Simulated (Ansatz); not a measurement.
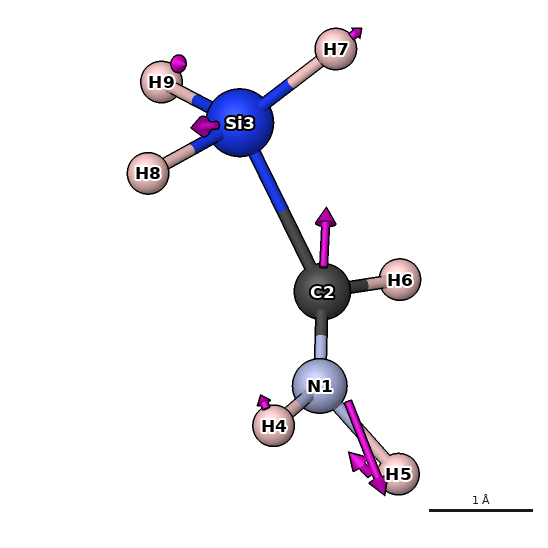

Arrows show the forces on the atoms, 0.08 Å of arrow for 1 eV/Å; forces under a tenth of the largest aren't drawn. State: charge +1, singlet. Level of theory: BHLYP-D4/def2-TZVPP (Ansatz 0.2.0).

**On which atom is the force largest, and how large is it?**

On N1: 12.72 eV/Å.

**Which bond do the forces act along most?**

N1–C2, now 1.182 Å: the forces push its atoms apart, so a first step downhill lengthens it.

List the force components in the frame of the picture (x right, y up, z towards the viewer), in eV/Å.

| atom | Fx | Fy | Fz |
| --- | --- | --- | --- |
| N1 | 4.56 | −11.61 | 2.49 |
| C2 | 0.36 | 7.46 | −2.72 |
| Si3 | −3.29 | −0.34 | −3.01 |
| H4 | −0.74 | 1.75 | −0.51 |
| H5 | −2.80 | 2.90 | 0.98 |
| H6 | −0.07 | −1.04 | −0.34 |
| H7 | 1.43 | 1.14 | 0.15 |
| H8 | −0.89 | −0.05 | 0.41 |
| H9 | 1.44 | −0.21 | 2.55 |
